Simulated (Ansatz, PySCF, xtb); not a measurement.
Breaking the Se4–H5 bond in CdH2OSe (SMILES [OH][Cd][SeH]) (multiplicity 1 held, fragments rigid). Energies count from the point at 1.473 Å.
Geometry at that point (charge 0, multiplicity 1):
```json
[
 {"atom": "Cd", "x (Å)": "0.4354", "y (Å)": "-0.5866", "z (Å)": "-0.1057"},
 {"atom": "O", "x (Å)": "1.5014", "y (Å)": "-2.2292", "z (Å)": "-0.4538"},
 {"atom": "H", "x (Å)": "2.3793", "y (Å)": "-2.1969", "z (Å)": "-0.0591"},
 {"atom": "Se", "x (Å)": "-0.9919", "y (Å)": "1.3929", "z (Å)": "0.2152"},
 {"atom": "H", "x (Å)": "-1.5669", "y (Å)": "0.8277", "z (Å)": "1.4481"}
]
```

Restricted levels (R-, RO-) in cc, def2 and unpolarised 6-31G sets keep to the state of the molecule at rest. Unrestricted levels (U-) break spin symmetry where that is lower. Active spaces are followed from a long bond inwards. Left out are points that failed, MP2 points in a non-variational dive below the minimum, coupled-cluster points behind a sign of a changed root (a jump of the amplitudes, or a one-step jump against full CI or MRCI), small-basis points behind a change of solution, and semi-empirical points at long bonds. Curves can end on different states.

Frozen-core correlation. Filled d and f shells under p-block atoms count as core. Rows in LANL2DZ carry no dispersion term and start afresh at each structure. LANL2DZ brings its own core potentials from Na on.

Codes used: Ansatz (a first-principles code) with Gaussian orbitals; PySCF for LANL2DZ rows; xtb for the GFN methods. Each number belongs to the level named beside it. In def2 rows elements past Kr take small-core potentials, without spin–orbit coupling. The GFN methods have no spin term and hold the electronic entropy of 300 K.

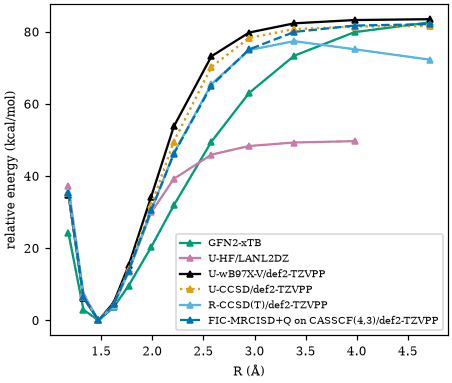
Figure. Relative energy along the coordinate

Task: Read off the U-HF/LANL2DZ curve at R = 3.388.

Result: about 49 kcal/mol

Doubts at one or more of the structures used: a spin-contaminated determinant (U-HF/LANL2DZ, U-wB97X-V/def2-TZVPP, U-CCSD/def2-TZVPP); T1 above 0.05 (U-CCSD/def2-TZVPP); the program's own flag: other amplitudes (U-CCSD/def2-TZVPP); a restricted determinant that unrestricted orbitals would lower (R-CCSD(T)/def2-TZVPP); other coupled-cluster roots lie near (R-CCSD(T)/def2-TZVPP); active orbitals that take no part (FIC-MRCISD+Q on CASSCF(4,3)/def2-TZVPP).
